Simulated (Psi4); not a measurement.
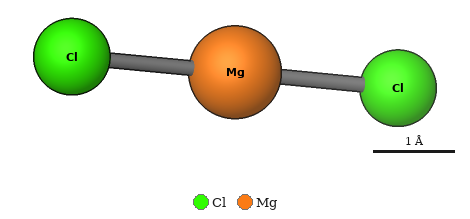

The structure as given in the input (ball-and-stick view, seen at a tilt). Sticks mark near contacts.

Single-point calculation of MgCl2

The run: single-point calculation of MgCl2. Method and program: MP2/cc-pVTZ, RHF (Psi4 1.11).

The geometry comes from this level: PBE0-D4/def2-TZVP.

Output
```
Psi4 1.11 release

   => Loading Basis Set <=

    Name: CC-PVTZ
    Role: ORBITAL
    Keyword: BASIS

         ---------------------------------------------------------
                                   SCF
                              RHF Reference
                        1 Threads,   1525 MiB Core
         ---------------------------------------------------------

  ==> Geometry <==

    Molecular point group: c1
    Full point group: C1

    Geometry (in Bohr), charge = 0, multiplicity = 1:

       Center              X                  Y                   Z               Mass
    ------------   -----------------  -----------------  -----------------  -----------------
         CL           0.877210870000     3.860332530000     0.886659500000    34.968852682000
         MG          -0.009637600000    -0.040062190000    -0.008881710000    23.985041697000
         CL          -0.888360250000    -3.942724590000    -0.902533200000    34.968852682000

  Running in c1 symmetry.

  Rotational constants: A =  56759.33438  B =      0.05122  C =      0.05122 [cm^-1]
  Rotational constants: A = 1701602036.73055  B =   1535.65217  C =   1535.65080 [MHz]
  Nuclear repulsion =  134.789972198390842

  Charge       = 0
  Multiplicity = 1
  Electrons    = 46
  Nalpha       = 23
  Nbeta        = 23

  ==> Algorithm <==

  SCF Algorithm Type is PK.
  DIIS enabled.
  MOM disabled.
  Fractional occupation disabled.
  Guess Type is SAD.
  Energy threshold   = 1.00e-09
  Density threshold  = 1.00e-08
  Integral threshold = 1.00e-12

  ==> Primary Basis <==

  Basis Set: CC-PVTZ
    Blend: CC-PVTZ
    Number of shells: 36
    Number of basis functions: 102
    Number of Cartesian functions: 117
    Spherical Harmonics?: true
    Max angular momentum: 3

  ==> Integral Setup <==

  Using in-core PK algorithm.
   Calculation information:
      Number of atoms:                   3
      Number of AO shells:              36
      Number of primitives:            192
      Number of atomic orbitals:       117
      Number of basis functions:       102

      Integral cutoff                 1.00e-12
      Number of threads:                 1

  Performing in-core PK
  Using 27599262 doubles for integral storage.
  We computed 201211 shell quartets total.
  Whereas there are 222111 unique shell quartets.

  ==> DiskJK: Disk-Based J/K Matrices <==

    J tasked:                  Yes
    K tasked:                  Yes
    wK tasked:                  No
    Memory [MiB]:             1144
    Schwarz Cutoff:          1E-12

  Minimum eigenvalue in the overlap matrix is 1.0399850441E-03.
  Reciprocal condition number of the overlap matrix is 2.4738899260E-04.
    Using symmetric orthogonalization.

  ==> Pre-Iterations <==

  SCF Guess: Superposition of Atomic Densities via on-the-fly atomic UHF (no occupation information).

   -------------------------
    Irrep   Nso     Nmo
   -------------------------
     A        102     102
   -------------------------
    Total     102     102
   -------------------------

  ==> Iterations <==

                        Total Energy        Delta E     RMS |[F,P]|

   @RHF iter SAD: -1118.06778979369960   -1.11807e+03   0.00000e+00
   @RHF iter   1: -1118.77415121310264   -7.06361e-01   3.01922e-03 DIIS/ADIIS
   @RHF iter   2: -1118.81853139848158   -4.43802e-02   1.30593e-03 DIIS/ADIIS
   @RHF iter   3: -1118.82500550194050   -6.47410e-03   8.18060e-05 DIIS
   @RHF iter   4: -1118.82505667516284   -5.11732e-05   2.39413e-05 DIIS
   @RHF iter   5: -1118.82506372096350   -7.04580e-06   8.01039e-06 DIIS
   @RHF iter   6: -1118.82506455590146   -8.34938e-07   1.93520e-06 DIIS
   @RHF iter   7: -1118.82506464348603   -8.75846e-08   2.80976e-07 DIIS
   @RHF iter   8: -1118.82506464494031   -1.45428e-09   4.05600e-08 DIIS
   @RHF iter   9: -1118.82506464497010   -2.97860e-11   6.06731e-09 DIIS
  Energy and wave function converged.

  ==> Post-Iterations <==

    Orbital Energies [Eh]
    ---------------------

    Doubly Occupied:

       1A   -104.802140     2A   -104.802140     3A    -49.094213
       4A    -10.528556     5A    -10.528554     6A     -7.994820
       7A     -7.994818     8A     -7.994214     9A     -7.994214
      10A     -7.994212    11A     -7.994212    12A     -3.834482
      13A     -2.355463    14A     -2.355463    15A     -2.354276
      16A     -1.052282    17A     -1.048115    18A     -0.506601
      19A     -0.479141    20A     -0.454392    21A     -0.454392
      22A     -0.449806    23A     -0.449806

    Virtual:

      24A      0.019369    25A      0.053262    26A      0.053263
      27A      0.096937    28A      0.158215    29A      0.158217
      30A      0.169053    31A      0.273730    32A      0.273730
      33A      0.345394    34A      0.358333    35A      0.358340
      36A      0.379082    37A      0.455123    38A      0.511365
      39A      0.511365    40A      0.549812    41A      0.549812
      42A      0.613497    43A      0.621330    44A      0.621330
      45A      0.637171    46A      0.637174    47A      0.662209
      48A      0.711613    49A      0.711613    50A      0.727272
      51A      0.741657    52A      0.741665    53A      0.865691
      54A      0.865691    55A      0.910073    56A      0.910077
      57A      0.922862    58A      0.922862    59A      0.943264
      60A      0.966381    61A      0.995578    62A      0.995578
      63A      1.026376    64A      1.026377    65A      1.326465
      66A      1.386036    67A      1.386037    68A      1.404761
      69A      1.494376    70A      2.080329    71A      2.286536
      72A      2.286536    73A      2.290836    74A      2.290836
      75A      2.331373    76A      2.331373    77A      2.395306
      78A      2.395306    79A      2.409860    80A      2.426248
      81A      2.429058    82A      2.429058    83A      2.431727
      84A      2.431727    85A      2.433572    86A      2.433572
      87A      2.528644    88A      2.528644    89A      2.616289
      90A      2.616289    91A      2.628129    92A      2.629924
      93A      2.629935    94A      2.633497    95A      2.633497
      96A      2.778324    97A      2.984127    98A      2.984128
      99A      3.187684   100A      3.351668   101A      5.588745
     102A      5.680667

    Final Occupation by Irrep:
              A
    DOCC [    23 ]
    NA   [    23 ]
    NB   [    23 ]

  @RHF Final Energy: -1118.82506464497010

   => Energetics <=

    Nuclear Repulsion Energy =            134.7899721983908421
    One-Electron Energy =               -1820.1974479790801524
    Two-Electron Energy =                 566.5824111357192123
    Total Energy =                      -1118.8250646449700980

Computation Completed

Properties will be evaluated at   0.000000,   0.000000,   0.000000 [a0]

Properties computed using the SCF density matrix

 Multipole Moments:

 ------------------------------------------------------------------------------------
     Multipole            Electronic (a.u.)      Nuclear  (a.u.)        Total (a.u.)
 ------------------------------------------------------------------------------------

 L = 1.  Multiply by 2.5417464519 to convert [e a0] to [Debye]
 Dipole X            :          0.3006021           -0.3051907           -0.0045886
 Dipole Y            :          1.8826904           -1.8814113            0.0012791
 Dipole Z            :          0.3753661           -0.3764334           -0.0010673
 Magnitude           :                                                    0.0048816

 ------------------------------------------------------------------------------------

	total time  =         10 seconds =       0.17 minutes
 MINTS: Wrapper to libmints.

   Calculation information:
      Number of threads:                 1
      Number of atoms:                   3
      Number of AO shells:              36
      Number of SO shells:              36
      Number of primitives:            192
      Number of atomic orbitals:       117
      Number of basis functions:       102

      Number of irreps:                  1
      Integral cutoff                 1.00e-12
      Number of functions per irrep: [ 102 ]

 OEINTS: Overlap, kinetic, potential, dipole, and quadrupole integrals
         stored in file 35.

      Computing two-electron integrals...done
      Computed 11678564 non-zero two-electron integrals.
        Stored in file 33.

  Module OCC Options:
  ----------------------------------------------------------------------------
  ACTIVE                        => (empty)
  BASIS_RELATIVISTIC            => (empty)
  BENCH                         => (empty)
  CACHELEVEL                    => (empty)
  CCL_ENERGY                    => (empty)
  CC_MAXITER                    => (empty)
  CC_TYPE                       => (empty)
  CEPA_OS_SCALE                 => (empty)
  CEPA_SOS_SCALE                => (empty)
  CEPA_SS_SCALE                 => (empty)
  CEPA_TYPE                     => (empty)
  CI_TYPE                       => (empty)
  CUBEPROP_BASIS_FUNCTIONS      => (empty)
  CUBEPROP_FILEPATH             => (empty)
  CUBEPROP_ISOCONTOUR_THRESHOLD => (empty)
  CUBEPROP_ORBITALS             => (empty)
  CUBEPROP_TASKS                => (empty)
  CUBIC_BASIS_TOLERANCE         => (empty)
  CUBIC_BLOCK_MAX_POINTS        => (empty)
  CUBIC_GRID_OVERAGE            => (empty)
  CUBIC_GRID_SPACING            => (empty)
  CUTOFF                        => (empty)
  DDX                           => (empty)
  DEBUG                         => (empty)
  DERTYPE                       => (empty)
  DF_BASIS_CC                   => (empty)
  DIE_IF_NOT_CONVERGED          => (empty)
  DIIS_MAX_VECS                 => (empty)
  DIIS_MIN_VECS                 => (empty)
  DKH_ORDER                     => (empty)
  DOCC                          => (empty)
  DO_DIIS                       => (empty)
  DO_LEVEL_SHIFT                => (empty)
  DO_SCS                        => (empty)
  DO_SOS                        => (empty)
  E3_SCALE                      => (empty)
  EA_POLES                      => (empty)
  EKT_EA                        => (empty)
  EKT_IP                        => (empty)
  EP_EA_POLES                   => (empty)
  EP_IP_POLES                   => (empty)
  EP_MAXITER                    => (empty)
  EXTERNAL_POTENTIAL_SYMMETRY   => (empty)
  E_CONVERGENCE                 => 1e-09           !
  FREEZE_CORE                   => (empty)
  FREEZE_CORE_POLICY            => (empty)
  FROZEN_DOCC                   => (empty)
  FROZEN_UOCC                   => (empty)
  INTEGRAL_PACKAGE              => (empty)
  IP_POLES                      => (empty)
  LEVEL_SHIFT                   => (empty)
  LITERAL_CFOUR                 => (empty)
  LS_THC_BASIS_TOLERANCE        => (empty)
  LS_THC_DF                     => (empty)
  LS_THC_PRUNING_SCHEME         => (empty)
  LS_THC_RADIAL_POINTS          => (empty)
  LS_THC_SPHERICAL_POINTS       => (empty)
  LS_THC_S_EPSILON              => (empty)
  LS_THC_WEIGHTS_TOLERANCE      => (empty)
  MAT_NUM_COLUMN_PRINT          => (empty)
  MAX_MOGRAD_CONVERGENCE        => (empty)
  MAX_RADIAL_MOMENT             => (empty)
  MBIS_D_CONVERGENCE            => (empty)
  MBIS_MAXITER                  => (empty)
  MBIS_PRUNING_SCHEME           => (empty)
  MBIS_RADIAL_POINTS            => (empty)
  MBIS_SPHERICAL_POINTS         => (empty)
  MOGRAD_DAMPING                => (empty)
  MOLDEN_WITH_VIRTUAL           => (empty)
  MO_MAXITER                    => (empty)
  MO_READ                       => (empty)
  MO_STEP_MAX                   => (empty)
  MO_WRITE                      => (empty)
  MP2_OS_SCALE                  => (empty)
  MP2_SOS_SCALE                 => (empty)
  MP2_SOS_SCALE2                => (empty)
  MP2_SS_SCALE                  => (empty)
  MP2_TYPE                      => CONV            !
  MP_TYPE                       => (empty)
  NAT_ORBS                      => (empty)
  NUM_FROZEN_DOCC               => 11              !
  NUM_FROZEN_UOCC               => (empty)
  NUM_GPUS                      => (empty)
  OCC_ORBS_PRINT                => (empty)
  OEPROP                        => (empty)
  OPT_METHOD                    => (empty)
  ORBITAL_OPTIMIZER_PACKAGE     => (empty)
  ORB_OPT                       => FALSE           !
  ORB_RESP_SOLVER               => (empty)
  ORTH_TYPE                     => (empty)
  OS_SCALE                      => (empty)
  PARENT_SYMMETRY               => (empty)
  PCG_BETA_TYPE                 => (empty)
  PCG_CONVERGENCE               => (empty)
  PCG_MAXITER                   => (empty)
  PCM                           => (empty)
  PE                            => (empty)
  PRINT                         => (empty)
  PRINT_NOONS                   => (empty)
  PROPERTIES                    => (empty)
  PROPERTIES_ORIGIN             => (empty)
  PUREAM                        => TRUE            !
  QC_MODULE                     => (empty)
  RAS1                          => (empty)
  RAS2                          => (empty)
  RAS3                          => (empty)
  RAS4                          => (empty)
  RELATIVISTIC                  => (empty)
  RELAXED                       => (empty)
  REMP_A                        => (empty)
  RESTRICTED_DOCC               => (empty)
  RESTRICTED_UOCC               => (empty)
  RMS_MOGRAD_CONVERGENCE        => (empty)
  R_CONVERGENCE                 => (empty)
  SCF_TYPE                      => PK              !
  SCREENING                     => (empty)
  SCS_TYPE                      => (empty)
  SOCC                          => (empty)
  SOS_TYPE                      => (empty)
  SPIN_SCALE_TYPE               => NONE            !
  SS_SCALE                      => (empty)
  SYMMETRIZE                    => (empty)
  TPDM_ABCD_TYPE                => (empty)
  WFN                           => (empty)
  WFN_TYPE                      => OMP2            !
  WRITER_FILE_LABEL             => (empty)
  ZORA_BASIS_TOLERANCE          => (empty)
  ZORA_NR_DEBUG                 => (empty)
  ZORA_PRUNING_SCHEME           => (empty)
  ZORA_RADIAL_POINTS            => (empty)
  ZORA_SPHERICAL_POINTS         => (empty)

 ==============================================================================
 ==============================================================================
 ==============================================================================

                             MP2

 ==============================================================================
 ==============================================================================
 ==============================================================================

	MO spaces per irreps...

	IRREP   FC    OCC   VIR  FV
	==============================
	   A    11    12    79    0
	==============================

	Memory is   1600 MB
	Cost of iabc is     80 MB
	Cost of abcd is    296 MB
	Switching to the incore algorithm for iabc..
	Switching to the incore algorithm for abcd..

	Computing MP2 energy using SCF MOs (Canonical MP2)...
	==============================================================================
	Nuclear Repulsion Energy (a.u.)    :   134.78997219839084
	SCF Energy (a.u.)                  : -1118.82506464497010
	REF Energy (a.u.)                  : -1118.82506464497010
	Alpha-Alpha Contribution (a.u.)    :    -0.05402653393814
	Alpha-Beta Contribution (a.u.)     :    -0.31986374771781
	Beta-Beta Contribution (a.u.)      :    -0.05402653393814
	Scaled_SS Correlation Energy (a.u.):    -0.03601768929209
	Scaled_OS Correlation Energy (a.u.):    -0.38383649726137
	SCS-MP2 Total Energy (a.u.)        : -1119.24491883152382
	SOS-MP2 Total Energy (a.u.)        : -1119.20890114223153
	SCSN-MP2 Total Energy (a.u.)       : -1119.01523804443241
	SCS-MP2-VDW Total Energy (a.u.)    : -1119.28851677598709
	SOS-PI-MP2 Total Energy (a.u.)     : -1119.27287389177513
	MP2 Correlation Energy (a.u.)      :    -0.42791681559408
	MP2 Total Energy (a.u.)            : -1119.25298146056411
	==============================================================================

	total time  =          1 seconds =       0.02 minutes

    Psi4 run time: 0:00:22.20
```

File result.json
```
{
 "driver": "energy",
 "model": {
  "method": "mp2",
  "basis": "cc-pVTZ"
 },
 "success": true,
 "return_result": -1119.2529814605641,
 "properties": {
  "calcinfo_nbasis": 102,
  "calcinfo_nmo": 102,
  "calcinfo_nalpha": 23,
  "calcinfo_nbeta": 23,
  "calcinfo_natom": 3,
  "nuclear_repulsion_energy": 134.78997219839084,
  "return_energy": -1119.2529814605641,
  "scf_one_electron_energy": -1820.1974479790802,
  "scf_two_electron_energy": 566.5824111357192,
  "scf_dipole_moment": [-0.004588553812264307, 0.0012791309494462055, -0.001067335195825636],
  "scf_total_energy": -1118.82506464497,
  "scf_iterations": 9,
  "mp2_same_spin_correlation_energy": -0.10805306787627236,
  "mp2_opposite_spin_correlation_energy": -0.3198637477178099,
  "mp2_singles_energy": 0.0,
  "mp2_doubles_energy": -0.42791681559408223,
  "mp2_correlation_energy": -0.42791681559401695,
  "mp2_total_energy": -1119.2529814605641
 }
}
```

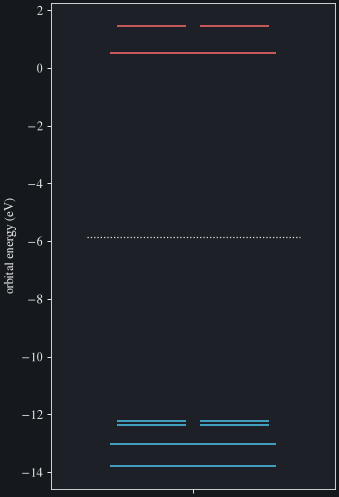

Orbital energies near the frontier (SCF reference); the dotted line parts filled from empty levels, and levels within 0.02 eV of each other stand side by side. Highest filled −12.24 eV, lowest empty 0.53 eV, 12.77 eV apart.

The run was set up as follows.

The input (cl2mg.json)
```
{
 "schema_name": "qcschema_input",
 "schema_version": 1,
 "molecule": {
  "schema_name": "qcschema_molecule",
  "schema_version": 2,
  "symbols": ["Cl", "Mg", "Cl"],
  "geometry": [0.87721087, 3.86033253, 0.8866595, -0.0096376, -0.04006219, -0.00888171, -0.88836025, -3.94272459, -0.9025332],
  "molecular_charge": 0,
  "molecular_multiplicity": 1,
  "fix_symmetry": "c1",
  "fix_com": true,
  "fix_orientation": true
 },
 "driver": "energy",
 "model": {
  "method": "mp2",
  "basis": "cc-pVTZ"
 },
 "keywords": {
  "puream": true,
  "e_convergence": 1e-09,
  "d_convergence": 1e-08,
  "scf_type": "pk",
  "num_frozen_docc": 11,
  "mp2_type": "conv"
 }
}
```

Launched with:
```bash
psi4 --qcschema cl2mg.json -n 1 --memory 1600MB
```

Results in brief

```csv
quantity,value
outcome,converged
total energy,−1119.252981 hartree
SCF energy,−1118.825065 hartree
MP2 energy,−1119.252981 hartree
correlation energy,−0.427917 hartree
basis functions,102
HOMO of the SCF reference,−12.24 eV
LUMO of the SCF reference,0.53 eV
hardware,"1 thread of Intel Xeon (Granite Rapids), 32 GiB of memory available, shared host"
wall time,23 s
peak memory,0.77 GiB
```
